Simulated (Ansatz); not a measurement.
**HF/6-311+G(d,p) run of CH5FSi (SMILES C[SiH2]F)**

What is the vertical singlet–triplet gap of CH5FSi at HF/6-311+G**? 

The results are computed with Ansatz 0.2.0.

74 further runs of the same task are left out: 1 that didn't finish, 73 set aside as unsound or not needed.

### Step 1. Starting point

CH5FSi has 8 atoms, charge 0, and is taken as a singlet. SMILES: `C[SiH2]F`. The coordinates come from a PBE0-D4/def2-TZVP relaxation.

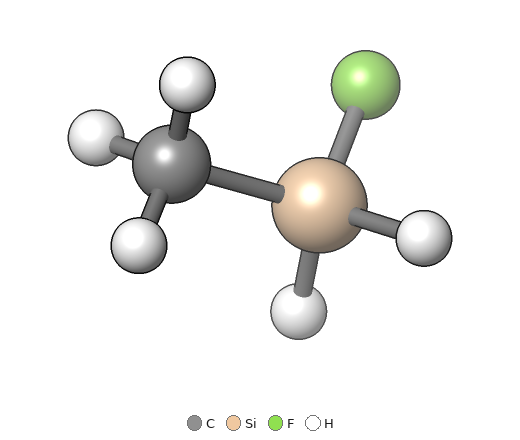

Viewed from a chosen angle; carbon grey, silicon light orange, fluorine green, hydrogen white.

### Step 2. The energy at HF/6-311+G(d,p)

The input, job.yaml:

```yaml
crystal:
  periodic: [false, false, false]
  atoms:
    - {symbol: C, position_ang: [-0.521400, 0.700300, -0.437000]}
    - {symbol: Si, position_ang: [0.448400, -0.642000, 0.395200]}
    - {symbol: F, position_ang: [1.946500, -0.649600, -0.178800]}
    - {symbol: H, position_ang: [-0.562400, 0.542500, -1.517100]}
    - {symbol: H, position_ang: [-1.546700, 0.713200, -0.056500]}
    - {symbol: H, position_ang: [-0.077200, 1.680300, -0.248400]}
    - {symbol: H, position_ang: [0.538700, -0.420800, 1.860700]}
    - {symbol: H, position_ang: [-0.133700, -1.981200, 0.126000]}
basis:
  gaussian: {orbitals: 6-311+G_st__st_-spherical.json}
output: {orbitals: {seedname: orbitals}}
hamiltonian: {xc: hf}
magnetization: {spin_polarized: false, initial_magnetization: 0}
accuracy: high
```

The basis set 6-311+G** is read from a file made from the Basis Set Exchange's data (not shown).

Command:

```sh
$ ansatz run job.yaml --threads 1 --pin off --max-ram 3480MiB --events-out events.jsonl --progress --plain --runs-dir runs
```

The log of the run:

```text
Warning: RAYON_NUM_THREADS=1 ignored (pool sized by the plan → 1); use --threads N
Functional definition: HF
  name "HF"
  exchange = exact_x
  correlation = 0
1999 factors; integrals over basis functions are off by at most 5.8e-9 eV
mean field evaluation 1: about -11678.2337 eV, gradient 3.4e1 eV
mean field evaluation 2: about -11678.2993 eV, gradient 3.5e1 eV
mean field evaluation 4: about -11680.8590 eV, gradient 3.0e0 eV
mean field evaluation 8: about -11680.8914 eV, gradient 1.5e-4 eV
mean field -11680.89135117 eV, -429.2648395629 hartree, gradient 5.7e-8 eV, S^2 0.000000; 0 other end points of the search recorded, 0 dependent functions left out
reference -11680.89135117 eV, -429.2648395629 hartree; 17, 17 occupied and 87, 87 virtual orbitals, 1999 factors
Total energy: -11680.89135117 eV, -429.2648395629 hartree
```

Run time: 1.7 s. Hardware: 1 thread of Intel Xeon 6975P-C (Granite Rapids), shared host; peak memory 0.28 GiB.

### Step 3. The triplet

Edit job.yaml of step 2 so:

```diff
@@ -12,6 +12,11 @@
 basis:
-  gaussian: {orbitals: 6-311+G_st__st_-spherical.json}
-output: {orbitals: {seedname: orbitals}}
-hamiltonian: {xc: hf}
-magnetization: {spin_polarized: false, initial_magnetization: 0}
+  gaussian:
+    orbitals: 6-311+G_st__st_-spherical.json
+magnetization:
+  spin_polarized: true
+  initial_magnetization: 2
+hamiltonian:
+  xc: hf
 accuracy: high
+output:
+  orbitals: {seedname: orbitals}
```

The basis set 6-311+G** is read from a file made from the Basis Set Exchange's data (not shown).

Command:

```sh
$ ansatz run job.yaml --threads 1 --pin off --max-ram 3480MiB --events-out events.jsonl --progress --plain --runs-dir runs
```

The log of the run (excerpt; [...] marks lines left out):

```text
Warning: RAYON_NUM_THREADS=1 ignored (pool sized by the plan → 1); use --threads N
Functional definition: HF
  name "HF"
[...]
1999 factors; integrals over basis functions are off by at most 5.8e-9 eV
[...]
mean field -11672.66240180 eV, -428.9624312514 hartree, gradient 1.8e-8 eV, S^2 2.011757; 6 other end points of the search recorded, 0 dependent functions left out
reference -11672.66240180 eV, -428.9624312514 hartree; 18, 16 occupied and 86, 88 virtual orbitals, 1999 factors
Total energy: -11672.66240180 eV, -428.9624312514 hartree
```

It took 24 s on 1 thread of Intel Xeon 6975P-C (Granite Rapids), shared host; peak memory 0.34 GiB.

### Step 4. Summary of results

At HF/6-311+G**:

```
                                        quantity          value
                           singlet: total energy  -429.26484 Eh
                            singlet: HOMO energy      -12.70 eV
                            singlet: LUMO energy        1.54 eV
                          singlet: HOMO–LUMO gap       14.24 eV
                           triplet: total energy  -428.96243 Eh
     triplet: HOMO energy (highest over α and β)       -3.08 eV
                                   triplet: ⟨S²⟩          2.012
vertical energy of the triplet above the singlet       8.229 eV
```

At this shape the triplet lies 8.23 eV (794 kJ/mol) above the singlet.
